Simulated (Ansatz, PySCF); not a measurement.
HCl (SMILES Cl) and HBr (SMILES Br) are pulled apart as rigid monomers along the line of their centres of mass, from the B3LYP-D3(BJ)/def2-TZVP minimum. Starting geometry (charge 0, multiplicity 1):
```xyz
4

Cl     0.535    -0.466    -0.226
H      0.800     0.786    -0.124
Br     0.177    -0.309     3.689
H      0.255    -0.592     2.289
```

Interaction energies with rigid monomers; basis-set methods are counterpoise corrected unless marked otherwise.

Cores are frozen in the correlated methods. Filled d and f shells under p-block atoms count as core. Rows in 6-31G* carry no dispersion term and start afresh at each structure (6-31G* with six Cartesian d functions); the Pople sets are all-electron and without relativity.

Run with Ansatz (Gaussian basis) for Hartree–Fock, density functionals and correlated methods; PySCF for 6-31G* rows, the dispersion terms. Each number belongs to the level named beside it.

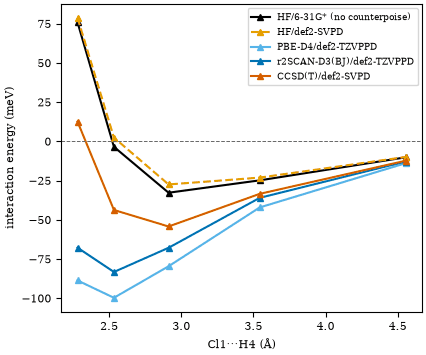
Figure: Interaction energy against separation

Question: Which level binds most strongly at Cl1···H4 = 2.53, and by how much?

Answer: PBE-D4/def2-TZVPPD, -100 meV.

Ansatz is a quantum-chemistry and plane-wave program.
